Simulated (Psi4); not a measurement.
# doublet NOF+ at 3 levels

Wanted: a comparison of 3 runs (U-wB97M-V/def2-TZVPP, UDSD-PBEP86/def2-TZVPP, UMP3/def2-TZVPP) of doublet NOF+. 

Program for the calculation: Psi4 1.11.

1 further run of the same task is left out (it didn't finish).

### Step 1. The system as given

NOF+: 3 atoms, total charge +1, spin state doublet. As SMILES of the parent species, `O=NF`. The shape is that of a PBE0-D4/def2-TZVP optimisation. That shape belongs to the parent species and isn't relaxed for this state.

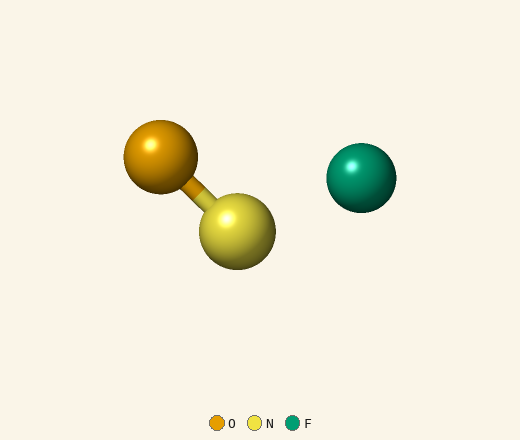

Viewed from a chosen angle; oxygen amber, nitrogen yellow, fluorine teal.

### Step 2. The energy at U-wB97M-V/def2-TZVPP (run 1)

The input, input.json:

```json
{
  "schema_name": "qcschema_input",
  "schema_version": 1,
  "molecule": {
    "schema_name": "qcschema_molecule",
    "schema_version": 2,
    "symbols": ["O", "N", "F"],
    "geometry": [1.64094368, 0.45914676, 0.95382036, 0.28143691, -0.91186844, 0.05652171, -1.92239949, 0.45274058, -1.01034207],
    "molecular_charge": 1,
    "molecular_multiplicity": 2,
    "fix_symmetry": "c1"
  },
  "driver": "energy",
  "model": {
    "method": "wb97m-v",
    "basis": "def2-TZVPP"
  },
  "keywords": {
    "reference": "uks",
    "puream": true,
    "e_convergence": 1e-09,
    "d_convergence": 1e-08,
    "scf_type": "pk",
    "dft_radial_points": 99,
    "dft_spherical_points": 590,
    "maxiter": 100
  }
}
```

Run with:

```sh
psi4 --qcschema input.json -n 1 --memory 2200MB
```

stdout:

```text
[...]
  Running in c1 symmetry.
[...]
  Nuclear repulsion =   66.472921806039651
[...]
  Multiplicity = 2
[...]
  Nalpha       = 12
  Nbeta        = 11
[...]
    Number of basis functions: 93
[...]
   @UKS iter   1:  -229.15566338040600    3.31691e-02   5.59324e-03 ADIIS/DIIS
[...]
   @UKS iter  19:  -229.28431652708872   -4.06430e-12   7.61529e-09 DIIS
[...]
   @S^2 Observed:                7.669533539E-01
[...]
    Orbital Energies [Eh]
    ---------------------
    Alpha Occupied:
       1A    -25.329676     2A    -19.925332     3A    -15.156424
       4A     -1.847155     5A     -1.702474     6A     -1.227524
       7A     -1.105233     8A     -1.055319     9A     -1.054925
      10A     -0.900699    11A     -0.895262    12A     -0.858840
    Alpha Virtual:
      13A     -0.392723    14A     -0.281062    15A     -0.019293
      16A      0.049548    17A      0.093069    18A      0.096705
      19A      0.189714    20A      0.248268    21A      0.256542
      22A      0.265282    23A      0.353166    24A      0.384415
      25A      0.454336    26A      0.493710    27A      0.648891
[...]
  @UKS Final Energy:  -229.28431652708872
   => Energetics <=
    Nuclear Repulsion Energy =             66.4729218060396505
    One-Electron Energy =                -438.8145381949696571
    Two-Electron Energy =                 161.5919985665539400
    DFT Exchange-Correlation Energy =     -18.6318624902584489
    Empirical Dispersion Energy =           0.0000000000000000
    VV10 Nonlocal Energy =                  0.0971637855457607
    Total Energy =                       -229.2843165270887198
[...]
 Multipole Moments:
 ------------------------------------------------------------------------------------
     Multipole            Electronic (a.u.)      Nuclear  (a.u.)        Total (a.u.)
 ------------------------------------------------------------------------------------
 L = 1.  Multiply by 2.5417464519 to convert [e a0] to [Debye]
 Dipole X            :         -0.3636173            1.0164658            0.6528485
 Dipole Y            :         -0.0883837           -0.1919967           -0.2803804
 Dipole Z            :         -0.0000000           -0.0000000           -0.0000000
 Magnitude           :                                                    0.7105099
[...]
```

The result, in JSON:

```text
{
 "driver": "energy",
 "model": {
  "method": "wb97m-v",
  "basis": "def2-TZVPP"
 },
 "success": true,
 "return_result": -229.28431652708872,
 "properties": {
  "calcinfo_nbasis": 93,
  "calcinfo_nmo": 93,
  "calcinfo_nalpha": 12,
  "calcinfo_nbeta": 11,
  "calcinfo_natom": 3,
  "nuclear_repulsion_energy": 66.47292180603965,
  "return_energy": -229.28431652708872,
  "scf_one_electron_energy": -438.81453819496966,
  "scf_two_electron_energy": 161.59199856655394,
  "scf_vv10_energy": 0.09716378554576074,
  "scf_xc_energy": -18.63186249025845,
  "scf_dipole_moment": [0.6528485389647373, -0.2803803857291989, -1.2610714942702273e-15],
  "scf_total_energy": -229.28431652708872,
  "scf_iterations": 19
 }
}
```

Wall time 2.5 min (1 thread of Intel Xeon at 2.50GHz (Skylake/Cascade Lake), shared host); peak memory 1.4 GiB.

### Step 3. A single-point energy at UDSD-PBEP86/def2-TZVPP (density fitting for correlation) (run 2)

The input, calc.dat:

```
memory 2200 mb

molecule {
  1 2
  O
  N 1 r2
  F 2 r3 1 a3

  r2 = 1.126674
  r3 = 1.483325
  a3 = 110.42286
  units angstrom
  symmetry c1
}

set {
  reference uks
  puream true
  e_convergence 1e-09
  d_convergence 1e-08
  scf_type pk
  dft_radial_points 99
  dft_spherical_points 590
  num_frozen_docc 3
  maxiter 100
}

e_tot, wfn = energy("dsd-pbep86/def2-TZVPP", return_wfn=True)
print_variables()
```

Run with:

```sh
psi4 -n 1 calc.dat calc.out
```

calc.out:

```text
[...]
  Running in c1 symmetry.
[...]
  Nuclear repulsion =   66.472919985517308
[...]
  Multiplicity = 2
[...]
  Nalpha       = 12
  Nbeta        = 11
[...]
    Number of basis functions: 93
[...]
   @UKS iter   1:  -228.49721192722092    5.45950e-03   6.08543e-03 ADIIS/DIIS
[...]
   @UKS iter  23:  -228.67318675974519   -1.33582e-12   6.83840e-09 DIIS
[...]
   @S^2 Observed:                8.564999077E-01
[...]
    Orbital Energies [Eh]
    ---------------------
    Alpha Occupied:
       1A    -26.171469     2A    -20.682124     3A    -15.787105
       4A     -1.985122     5A     -1.853991     6A     -1.296030
       7A     -1.160093     8A     -1.108271     9A     -1.075151
      10A     -0.954514    11A     -0.952555    12A     -0.904172
    Alpha Virtual:
      13A     -0.369630    14A     -0.243397    15A     -0.010294
      16A      0.064890    17A      0.109230    18A      0.115872
      19A      0.202352    20A      0.266806    21A      0.285767
      22A      0.305792    23A      0.367089    24A      0.404298
      25A      0.474039    26A      0.517625    27A      0.679320
[...]
  @UKS Final Energy:  -228.67318675974519
   => Energetics <=
    Nuclear Repulsion Energy =             66.4729199855173079
    One-Electron Energy =                -438.6688307826208302
    Two-Electron Energy =                 150.7288778178961763
    DFT Exchange-Correlation Energy =      -7.2061537805378402
    Empirical Dispersion Energy =           0.0000000000000000
    VV10 Nonlocal Energy =                  0.0000000000000000
    Total Energy =                       -228.6731867597451924
[...]
 Multipole Moments:
 ------------------------------------------------------------------------------------
     Multipole            Electronic (a.u.)      Nuclear  (a.u.)        Total (a.u.)
 ------------------------------------------------------------------------------------
 L = 1.  Multiply by 2.5417464519 to convert [e a0] to [Debye]
 Dipole X            :          0.1753365           -0.8038939           -0.6285574
 Dipole Y            :         -0.3022696            0.6510145            0.3487448
 Dipole Z            :          0.0000000            0.0000000            0.0000000
 Magnitude           :                                                    0.7188236
[...]
```

Run time: 35 s. Hardware: 1 thread of Intel Xeon at 2.50GHz (Skylake/Cascade Lake), shared host; peak memory 0.74 GiB.

### Step 4. A single-point energy at UMP3/def2-TZVPP (run 3)

The input, input.dat:

```
memory 2200 mb

molecule geom {
  1 2
  O
  N 1 1.126674
  F 2 1.483325 1 110.42286
  symmetry c1
}

set globals {
  basis def2-TZVPP
  reference uhf
  puream true
  e_convergence 1e-09
  d_convergence 1e-08
  scf_type pk
  num_frozen_docc 3
  maxiter 100
  mp_type conv
}

energy("mp3")
```

Run with:

```sh
psi4 -n 1 input.dat output.dat
```

output.dat:

```text
[...]
  Running in c1 symmetry.
[...]
  Nuclear repulsion =   66.472919985517308
[...]
  Multiplicity = 2
[...]
  Nalpha       = 12
  Nbeta        = 11
[...]
    Number of basis functions: 93
[...]
   @UHF iter   1:  -228.04363633825571   -9.70289e-02   6.92600e-03 ADIIS/DIIS
[...]
   @UHF iter  26:  -228.29271360760430   -6.99174e-12   5.10681e-09 DIIS
[...]
   @S^2 Observed:                1.021134807E+00
[...]
    Orbital Energies [Eh]
    ---------------------
    Alpha Occupied:
       1A    -26.733718     2A    -21.204460     3A    -16.208564
       4A     -2.122936     5A     -1.997548     6A     -1.386991
       7A     -1.247175     8A     -1.192689     9A     -1.157013
      10A     -1.041984    11A     -1.038232    12A     -0.970430
    Alpha Virtual:
      13A     -0.275573    14A     -0.143425    15A      0.033615
      16A      0.117700    17A      0.162668    18A      0.172849
      19A      0.249354    20A      0.316612    21A      0.333356
      22A      0.397089    23A      0.432577    24A      0.469226
      25A      0.536099    26A      0.574533    27A      0.750056
[...]
  @UHF Final Energy:  -228.29271360760430
   => Energetics <=
    Nuclear Repulsion Energy =             66.4729199855173079
    One-Electron Energy =                -438.5720130381662898
    Two-Electron Energy =                 143.8063794450446835
    Total Energy =                       -228.2927136076042984
  UHF NO Occupations:
  HONO-2 :   10  A 1.9517157
  HONO-1 :   11  A 1.9120755
[...]
 Multipole Moments:
 ------------------------------------------------------------------------------------
     Multipole            Electronic (a.u.)      Nuclear  (a.u.)        Total (a.u.)
 ------------------------------------------------------------------------------------
 L = 1.  Multiply by 2.5417464519 to convert [e a0] to [Debye]
 Dipole X            :          0.1779251           -0.8038939           -0.6259688
 Dipole Y            :         -0.2332245            0.6510145            0.4177899
 Dipole Z            :          0.0000000            0.0000000            0.0000000
 Magnitude           :                                                    0.7525857
[...]
	SCS-MP2 Total Energy (a.u.)        :  -228.88039950431016
	SOS-MP2 Total Energy (a.u.)        :  -228.87076834369790
[...]
	SOS-PI-MP2 Total Energy (a.u.)     :  -228.91523409262820
[...]
	MP2 Total Energy (a.u.)            :  -228.89966182553462
[...]
	SCS-MP3 Total Energy (a.u.)        :  -228.88129124156200
[...]
	MP3 Total Energy (a.u.)            :  -228.90322877454199
[...]
```

It took 38 s on 1 thread of Intel Xeon at 2.50GHz (Skylake/Cascade Lake), shared host; peak memory 0.91 GiB.

### Step 5. Overview of the runs

```csv
run,level,frozen core orbitals,fitting correlation,energy (Eh),HOMO energy (eV),LUMO energy (eV),⟨S²⟩,wall time
1,U-wB97M-V/def2-TZVPP,0,–,-229.284317,-23.37,-13.80,0.767,2.5 min
2,UDSD-PBEP86/def2-TZVPP (density fitting for correlation),3,density fitting,-229.009485,-24.60,-12.40,0.857,35 s
3,UMP3/def2-TZVPP,3,none,-228.903229,-26.41,-9.61,1.021,38 s
```

### Step 6. Summary of results

| quantity | value |
| --- | --- |
| run 3: total energy | -228.90323 Eh |
| run 3: HOMO energy (Hartree–Fock orbitals) (highest over α and β) | -26.41 eV |
| run 3: LUMO energy (Hartree–Fock orbitals) (lowest over α and β) | -9.61 eV |
| run 3: correlation energy (3 core orbitals frozen) | -610.5 mEh |
| run 3: ⟨S²⟩ of the reference determinant | 1.021 |

**Reading.** Totals of different functionals can't be ranked against each other. Spin contamination of the reference: run 3 ⟨S²⟩ = 1.02, run 2 ⟨S²⟩ = 0.86. All runs together took 3.7 min, the longest 2.5 min.
